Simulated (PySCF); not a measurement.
Input file:

```
mol = gto.M(atom='''
Hf     0.00000    -0.00000    -0.79511
S      1.65274    -0.08892     0.80196
H      2.70782    -0.23462    -0.06406
S     -1.65274     0.08892     0.80196
H     -2.70782     0.23462    -0.06406''',
    basis={'Hf': 'def2-SVP', 'S': 'def2-SVP', 'H': 'def2-SVP'},
    ecp={'Hf': 'def2-SVP'},
    charge=2, spin=0)
mf = dft.RKS(mol, xc='PBE0')
mf.grids.atom_grid = (75, 302)  # f atoms: at least (60, 302), unpruned
mf = mf.density_fit()  # Hf def2-universal-JKFIT, S def2-universal-JKFIT, H def2-universal-JKFIT
mf.conv_tol = 1e-09; mf.max_cycle = 55
mf.kernel(dm0)
```

Command:

```sh
OMP_NUM_THREADS=2 python run.py
```

Core potentials replace the inner electrons of Hf.

Theory: RKS PBE0, Hf def2-SVP with ECP60, S def2-SVP, H def2-SVP; non-relativistic Hamiltonian with scalar-relativistic core potentials where named; density fitting in PySCF.

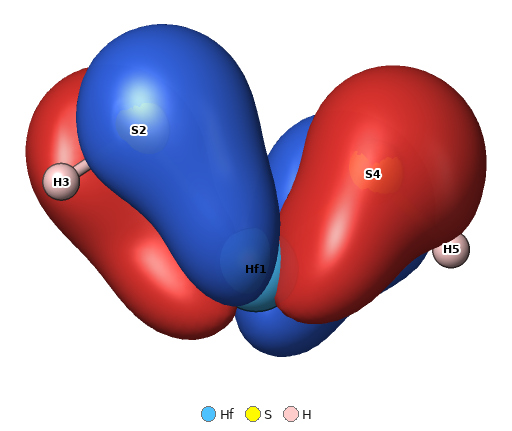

H2HfS2 (charge +2). The HOMO at ±0.08 Å⁻³ᐟ² (blue and red are the two phases), seen at a tilt.

> What is the character of this orbital?

It lies mainly on S2 (about 35 %), S4 (about 35 %) and Hf1 (about 30 %); it changes sign across the molecular plane (π type); π-bonding across Hf1–S2; π-antibonding (a node) across Hf1–S4. Its energy is −18.83 eV.
